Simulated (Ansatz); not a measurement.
# P2H2 (phosphanylidenephosphane): levels of theory compared

We compute a comparison of 6 runs (UPBE/STO-3G, UPBE0/STO-3G, r2SCAN/STO-3G, UMP2/STO-3G, CCSDT/STO-3G, FCI/STO-3G) of P2H2 (phosphanylidenephosphane). 

The results are computed with Ansatz 0.2.0.

34 further runs of the same task are left out: 34 set aside as unsound or not needed.

### 1 The structure to begin with

The species is P2H2 (4 atoms), meant as a singlet with charge 0. SMILES: `P=P`. The H4–P2 distance was set to 2.806 Å, away from the relaxed value. At this shape a bond of the SMILES string is far longer than usual.

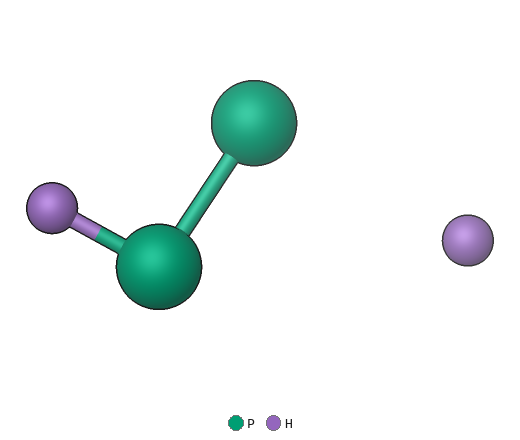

Viewed from a chosen angle; phosphorus teal, hydrogen purple.

### 2 The energy at UPBE/STO-3G (run 1)

File run.yaml:

```yaml
crystal:
  periodic: [false, false, false]
  atoms:
    - {symbol: P, position_ang: [1.037332, -1.067748, 1.003476]}
    - {symbol: P, position_ang: [1.086122, 0.939422, 0.826866]}
    - {symbol: H, position_ang: [2.098962, -1.131688, 1.918446]}
    - {symbol: H, position_ang: [-1.037310, 1.067660, -1.003410]}
basis:
  gaussian:
    orbitals: STO-3G
magnetization:
  spin_polarized: true
  initial_magnetization: 0
hamiltonian:
  xc: pbe
accuracy: high
```

The run is started by

```bash
ansatz run run.yaml --threads 1 --pin off --max-ram 2610MiB --events-out events.jsonl --progress --plain --runs-dir runs
```

Output:

```text
Warning: RAYON_NUM_THREADS=1 ignored (pool sized by the plan → 1); use --threads N
Functional definition: PBE
  name "PBE"
  parameter kappa = 0.804
  parameter beta = 0.06672455060314922
  exchange = pbe_x(kappa = kappa, mu = beta*pi^2/3)
  correlation = pbe_c(beta = beta)
342 factors; integrals over basis functions are off by at most 4.4e-9 eV
mean field evaluation 1: about -18377.5871 eV, gradient 1.5e1 eV
mean field evaluation 2: about -18361.8620 eV, gradient 3.2e1 eV
mean field evaluation 4: about -18376.8785 eV, gradient 1.5e1 eV
mean field evaluation 8: about -18384.2534 eV, gradient 6.9e-2 eV
mean field evaluation 16: about -18384.3841 eV, gradient 8.1e-1 eV
mean field evaluation 32: about -18384.7172 eV, gradient 1.3e-1 eV
mean field -18384.71795072 eV, -675.6259230796 hartree, gradient 1.6e-8 eV, S^2 0.825712; 5 other end points of the search recorded, 0 dependent functions left out
reference -18384.71795253 eV, -675.6259231462 hartree; 16, 16 occupied and 4, 4 virtual orbitals, 342 factors
Total energy: -18384.71795253 eV, -675.6259231462 hartree
```

Run time: 3.3 s. Hardware: 1 thread of Arm Neoverse V2, shared host; peak memory 0.11 GiB.

### 3 A single-point energy at UPBE0/STO-3G (run 2)

File in.yaml:

```yaml
crystal:
  periodic: [false, false, false]
  atoms:
    - {symbol: P, position_ang: [1.037332, -1.067748, 1.003476]}
    - {symbol: P, position_ang: [1.086122, 0.939422, 0.826866]}
    - {symbol: H, position_ang: [2.098962, -1.131688, 1.918446]}
    - {symbol: H, position_ang: [-1.037310, 1.067660, -1.003410]}
basis:
  gaussian:
    orbitals: STO-3G
magnetization:
  spin_polarized: true
hamiltonian:
  xc: pbe0
accuracy: high
```

The run is started by

```bash
ansatz run in.yaml --threads 1 --pin off --max-ram 2610MiB --events-out events.jsonl --progress --plain --runs-dir runs
```

Output:

```text
Warning: RAYON_NUM_THREADS=1 ignored (pool sized by the plan → 1); use --threads N
Functional definition: PBE0
  name "PBE0"
  parameter a = 0.25
  parameter kappa = 0.804
  parameter beta = 0.06672455060314922
  exchange = (1 - a)*pbe_x(kappa = kappa, mu = beta*pi^2/3) + a*exact_x
  correlation = pbe_c(beta = beta)
342 factors; integrals over basis functions are off by at most 4.4e-9 eV
mean field evaluation 1: about -18380.3717 eV, gradient 1.4e1 eV
mean field evaluation 2: about -18368.4778 eV, gradient 2.7e1 eV
mean field evaluation 4: about -18385.3889 eV, gradient 7.0e0 eV
mean field evaluation 8: about -18385.3647 eV, gradient 7.0e0 eV
mean field evaluation 16: about -18386.2383 eV, gradient 1.8e0 eV
mean field evaluation 32: about -18387.2081 eV, gradient 2.1e-1 eV
mean field -18387.20267102 eV, -675.7172348664 hartree, gradient 2.4e-8 eV, S^2 1.043281; 5 other end points of the search recorded, 0 dependent functions left out
reference -18387.20267240 eV, -675.7172349171 hartree; 16, 16 occupied and 4, 4 virtual orbitals, 342 factors
Total energy: -18387.20267240 eV, -675.7172349171 hartree
```

Wall time 3.9 s (1 thread of Arm Neoverse V2, shared host); peak memory 0.12 GiB.

Run 3 isn't shown in full; the table further down has it.

### 4 The energy at UMP2/STO-3G (run 4)

File molecule.yaml:

```yaml
basis:
  gaussian: {orbitals: STO-3G}
crystal:
  periodic: [false, false, false]
  atoms:
    - {symbol: P, position_ang: [1.037332, -1.067748, 1.003476]}
    - {symbol: P, position_ang: [1.086122, 0.939422, 0.826866]}
    - {symbol: H, position_ang: [2.098962, -1.131688, 1.918446]}
    - {symbol: H, position_ang: [-1.037310, 1.067660, -1.003410]}
accuracy: high
correlation: {method: mp2, frozen_orbitals: {H: 0, P: 5}}
magnetization: {spin_polarized: true}
```

The run is started by

```bash
ansatz run molecule.yaml --threads 1 --pin off --max-ram 2610MiB --events-out events.jsonl --progress --plain --runs-dir runs
```

Output, cut to the lines that bear on the results:

```text
Warning: RAYON_NUM_THREADS=1 ignored (pool sized by the plan → 1); use --threads N
Functional definition: HF
  name "HF"
[...]
342 factors; integrals over basis functions are off by at most 4.4e-9 eV
[...]
mean field -18363.13234765 eV, -674.8326667980 hartree, gradient 2.5e-8 eV, S^2 1.712947; 10 other end points of the search recorded, 0 dependent functions left out
10 core orbitals not correlated: weight in the atoms' cores, before any rotation towards them, 1.000 or more for the frozen orbitals, at most 0.000 for the correlated occupied ones
reference -18363.13234765 eV, -674.8326667980 hartree; 6, 6 occupied and 4, 4 virtual orbitals, 342 factors
second order -1.02932702 eV of doubles, -0.00000000 eV of singles
Total energy: -18364.16167467 eV, -674.8704938682 hartree
```

It took 0.39 s on 1 thread of Arm Neoverse V2, shared host.

Run 5 isn't shown in full; the table further down has it.

### 5 A single-point energy at FCI/STO-3G (run 6)

File job.yaml:

```yaml
crystal:
  periodic: [false, false, false]
  atoms:
    - {symbol: P, position_ang: [1.037332, -1.067748, 1.003476]}
    - {symbol: P, position_ang: [1.086122, 0.939422, 0.826866]}
    - {symbol: H, position_ang: [2.098962, -1.131688, 1.918446]}
    - {symbol: H, position_ang: [-1.037310, 1.067660, -1.003410]}
basis:
  gaussian: {orbitals: STO-3G}
correlation: {method: fci, frozen_orbitals: {H: 0, P: 5}}
accuracy: high
```

The run is started by

```bash
ansatz run job.yaml --threads 1 --pin off --max-ram 2610MiB --events-out events.jsonl --progress --plain --runs-dir runs
```

Output, cut to the lines that bear on the results:

```text
Warning: RAYON_NUM_THREADS=1 ignored (pool sized by the plan → 1); use --threads N
Functional definition: HF
  name "HF"
[...]
342 factors; integrals over basis functions are off by at most 4.4e-9 eV
[...]
mean field -18358.16151711 eV, -674.6499921450 hartree, gradient 2.2e-8 eV, S^2 0.000000; 4 other end points of the search recorded, 0 dependent functions left out; unrestricted orbitals would lower it
unrestricted determinant -18363.13234765 eV, -674.8326667980 hartree, S^2 1.7130
10 core orbitals not correlated: weight in the atoms' cores, before any rotation towards them, 1.000 or more for the frozen orbitals, at most 0.000 for the correlated occupied ones
reference -18358.16151711 eV, -674.6499921450 hartree; 6, 6 occupied and 4, 4 virtual orbitals, 342 factors
state -18365.34906555 eV, -674.9141296782 hartree
Total energy: -18365.34906555 eV, -674.9141296782 hartree
```

It took 0.43 s on 1 thread of Arm Neoverse V2, shared host.

### 6 The series

| run | level | frozen core orbitals | energy (Eh) | wall time |
| --- | --- | --- | --- | --- |
| 1 | UPBE/STO-3G | – | -675.625923 | 3.3 s |
| 2 | UPBE0/STO-3G | – | -675.717235 | 3.9 s |
| 3 | r2SCAN/STO-3G | – | -675.901193 | 2.6 s |
| 4 | UMP2/STO-3G | 10 | -674.870494 | 0.39 s |
| 5 | CCSDT/STO-3G | 10 | -674.915435 | 0.28 s |
| 6 | FCI/STO-3G | 10 | -674.914130 | 0.43 s |

### 7 Results

| quantity | value |
| --- | --- |
| run 6: total energy | -674.91413 Eh |
| run 6: correlation energy (10 core orbitals frozen) | -264.1 mEh |

What this shows: Against full CI in this basis: UMP2 +43.6 mEh; CCSDT -1.3 mEh. Totals of different functionals can't be ranked against each other. In run 5 the log says that unrestricted orbitals would lower the reference, so the values rest on an unstable closed-shell determinant (other closed-shell runs at this shape may share the fault). In runs 1, 2, 3, 4, 5, 6 the basis is minimal, so the values are rough. In run 3 a closed-shell determinant meets a far-stretched bond, which it describes badly. Spin contamination of the reference: run 4 ⟨S²⟩ = 1.71, run 2 ⟨S²⟩ = 1.04, run 1 ⟨S²⟩ = 0.83. Where it is this large, the reference is a mixture of spin states, and values that rest on it are in doubt. All runs together took 11 s, the longest 3.9 s.
